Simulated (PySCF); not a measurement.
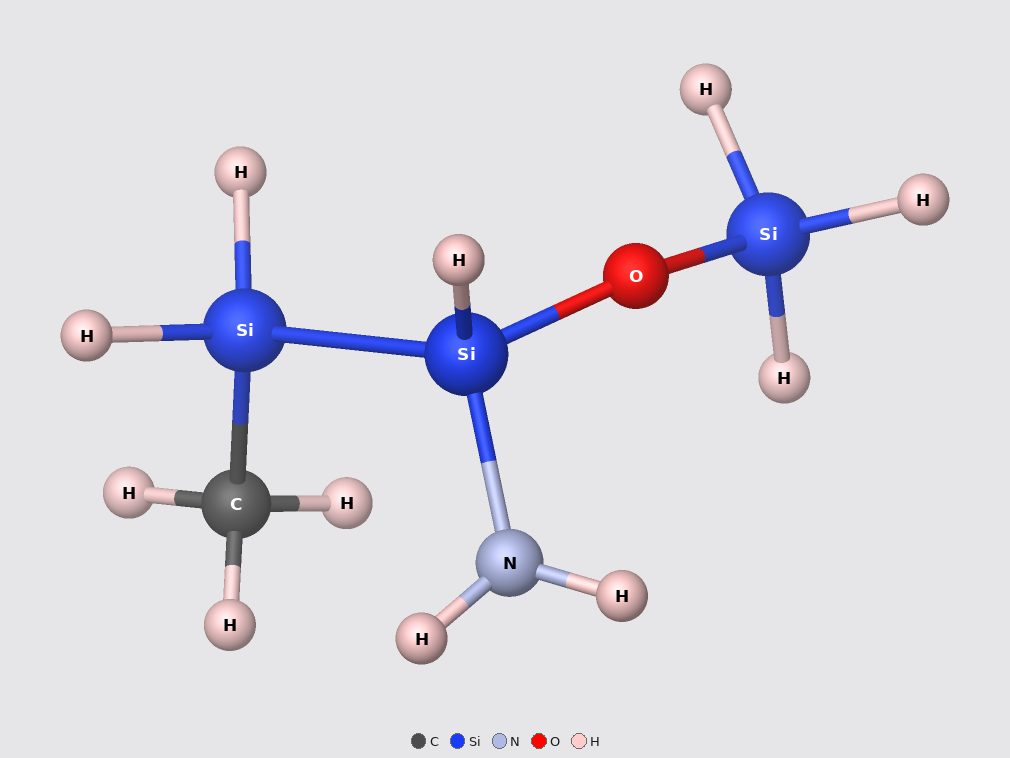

A ball-and-stick model of a molecule. Every bond is drawn as one stick, whatever its order.

The geometry was computed by an optimisation with GFN2-xTB. No frequency run is at hand to confirm it as a minimum.

Count the atoms of each element.

CH11NOSi3, 17 atoms: 1 carbon, 11 hydrogen, 1 nitrogen, 1 oxygen and 3 silicon.

What is its SMILES?

C[SiH2][Si@@H](N)O[SiH3]

What is the point group of this geometry?

C1.

Name some functional groups or characteristic bonds that it holds.

Among them: Si–H bond, Si–O bond, Si–N bond.

The parts below concern this one geometry. Atoms keep their numbers from picture to picture.

### Shape

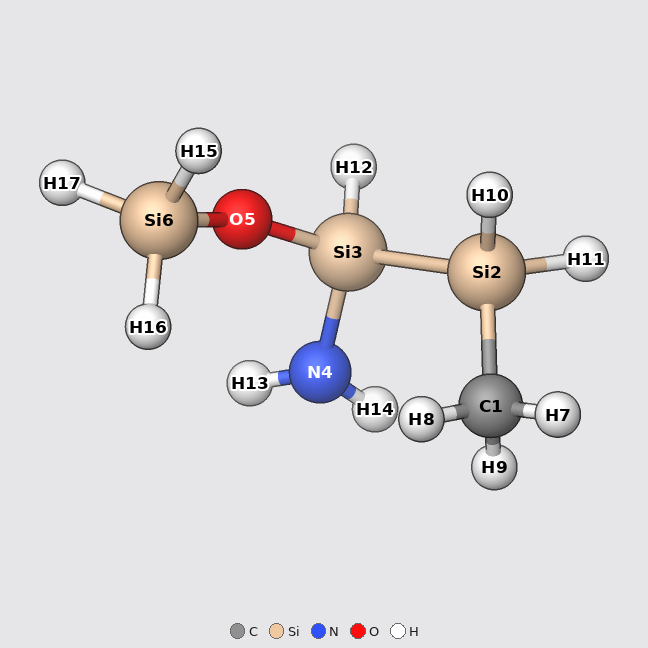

Atoms carry their numbers in the input. No frequency run is at hand to confirm it as a minimum.

Describe the coordination of atom 1.

C1 has 4 neighbours (Si2 at 1.90, H7 at 1.09, H8 at 1.09, H9 at 1.09 Å); the arrangement is tetrahedral.

What is the geometry at Si6?

Si6 has 4 neighbours (O5 at 1.61, H15 at 1.46, H16 at 1.46, H17 at 1.46 Å); the arrangement is tetrahedral.

What is the geometry at Si2?

Si2 has 4 neighbours (C1 at 1.90, Si3 at 2.30, H10 at 1.47, H11 at 1.48 Å); the arrangement is tetrahedral.

Describe the coordination of atom 3.

Si3 has 4 neighbours (Si2 at 2.30, N4 at 1.73, O5 at 1.63, H12 at 1.47 Å); the arrangement is tetrahedral.

What is the dihedral angle C1–Si2–Si3–N4?

31° in size, that is gauche.

### NMR shielding

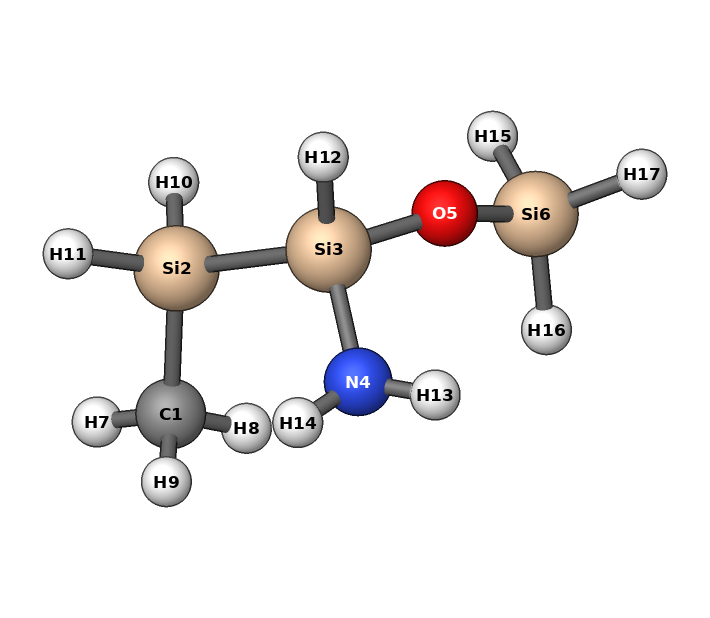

No frequency run is at hand to confirm it as a minimum. Level of theory: GIAO PBE0/pcSseg-1 NMR shielding, non-relativistic, gas phase (PySCF 2.14.0). Principal shieldings σ11 ≤ σ22 ≤ σ33, span Ω = σ33 − σ11, skew κ = 3(σiso − σ22)/Ω.

Give the shielding tensors of the C atoms.

```tsv
atom	σ11	σ22	σ33	σiso	Ω	κ
C1	191.0	200.4	201.7	197.7	10.7	−0.76
```

Shieldings and span in ppm.

### Electronic properties

No frequency run is at hand to confirm it as a minimum. Properties computed with PBE0/def2-SVPD, gas phase (PySCF 2.14.0). Excitations: vertical, linear response.

What does the calculation give?

- dipole moment: 1.44 D
- HOMO energy (Kohn–Sham orbital): −7.25 eV
- LUMO energy (Kohn–Sham orbital): −0.21 eV
- HOMO–LUMO gap: 7.04 eV
- mean static polarisability: 103.7 bohr³
- lowest vertical singlet excitation: 5.76 eV
- its oscillator strength: 0.007
- brightest of the 6 lowest singlets: 6.80 eV
- its oscillator strength: 0.04

### Charges

The questions are on Mulliken charges. No frequency run is at hand to confirm it as a minimum. Method: PBE0/pcSseg-1, gas phase (PySCF 2.14.0).

Which atom carries the highest charge (most positive or least negative)?

Si3 (0.87 e).

And the lowest?

O5 (−0.73 e).

Give the Mulliken charges atom by atom.

```
atom  value (e)
  C1      −0.61
 Si2       0.21
 Si3       0.87
  N4      −0.64
  O5      −0.73
 Si6       0.73
  H7       0.14
  H8       0.14
  H9       0.14
 H10      −0.05
 H11      −0.07
 H12      −0.14
 H13       0.19
 H14       0.19
 H15      −0.13
 H16      −0.13
 H17      −0.12
```

Mulliken values depend strongly on the basis set and can even reverse the polarity of a bond. The geometry is semi-empirical. Around Si such bond lengths and angles can be off by a tenth of an ångström or more and by several degrees, and values that hang on the shape move with them.
